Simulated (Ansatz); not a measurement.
C₅H₈O₂ (SMILES C=C(CC)C(=O)O)

The calculation's input:

```
crystal:
  periodic: [false, false, false]
  atoms:
    - {symbol: C, position_ang: [-0.102496, 0.786991, 1.685308]}
    - {symbol: C, position_ang: [0.009703, 0.495628, 0.391587]}
    - {symbol: C, position_ang: [1.121221, -0.325867, -0.184912]}
    - {symbol: C, position_ang: [0.670226, -1.722779, -0.599171]}
    - {symbol: C, position_ang: [-0.994825, 0.992723, -0.582543]}
    - {symbol: O, position_ang: [-0.898195, 0.857477, -1.776069]}
    - {symbol: O, position_ang: [-2.039756, 1.626804, -0.021796]}
    - {symbol: H, position_ang: [-0.927890, 1.374372, 2.065459]}
    - {symbol: H, position_ang: [0.640632, 0.442603, 2.396310]}
    - {symbol: H, position_ang: [1.526678, 0.192252, -1.058329]}
    - {symbol: H, position_ang: [1.921454, -0.396402, 0.556040]}
    - {symbol: H, position_ang: [-0.109182, -1.669387, -1.360674]}
    - {symbol: H, position_ang: [1.507007, -2.288816, -1.013963]}
    - {symbol: H, position_ang: [0.277955, -2.276129, 0.257442]}
    - {symbol: H, position_ang: [-2.602530, 1.910529, -0.754698]}
basis:
  gaussian: {orbitals: def2-TZVPP}
hamiltonian: {xc: pbe0, dispersion: d4}
output: {orbitals: {seedname: orbitals}}
```

Launched as:

```sh
ansatz run in.yaml --threads 2 --pin off --events-out ev --progress --plain --max-ram 22528MiB --backend cuda --devices 0, --max-vram 18GiB
```

Geometry: PBE0-D4/def2-TZVP.

Theory: Ansatz 0.2.0, RKS PBE0-D4/def2-TZVPP.

Question: What can the converged electron density and electron localisation function tell about the bonding?

Answer: C–O (1.21 Å): the density is about 3.4 e/Å³ at the midpoint; the ELF peaks at about 0.85 between the atoms; a short, multiple covalent bond.
C–C (1.33 Å): the density is about 2.4 e/Å³ at the midpoint; the ELF peaks at about 0.90 between the atoms; a short, multiple covalent bond.
O–H (0.97 Å): ρ is about 3.9 e/Å³ halfway; the ELF climbs to about 1 towards the hydrogen, as it does in any bond to H: an ordinary covalent bond to hydrogen.
C–O (1.34 Å): ρ at the midpoint is about 2.5 e/Å³, with its minimum of 2.1 e/Å³ about 0.5 Å from C; the ELF peaks at about 0.90 between the atoms; a shared but strongly polarised pair.

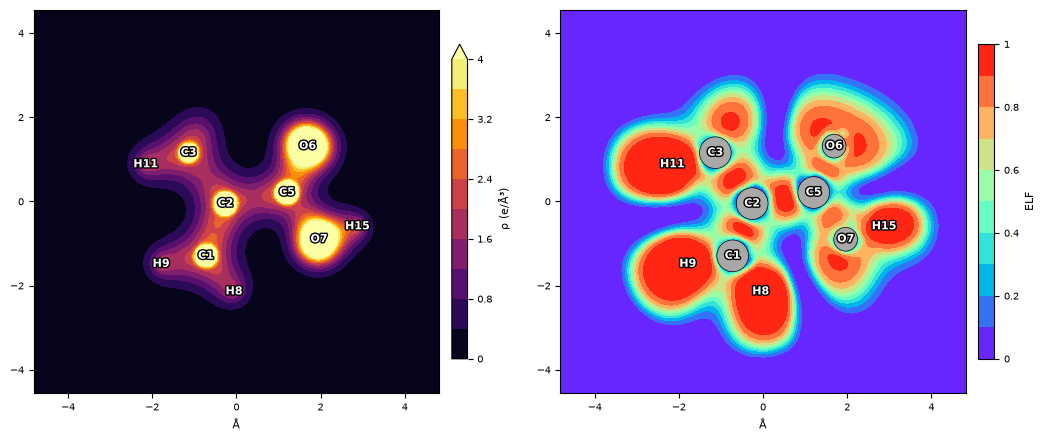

Computed electron density and electron localisation function on the plane of atoms C2, C5 and O7, in this order. Grey discs cover the atomic cores in the ELF map. 
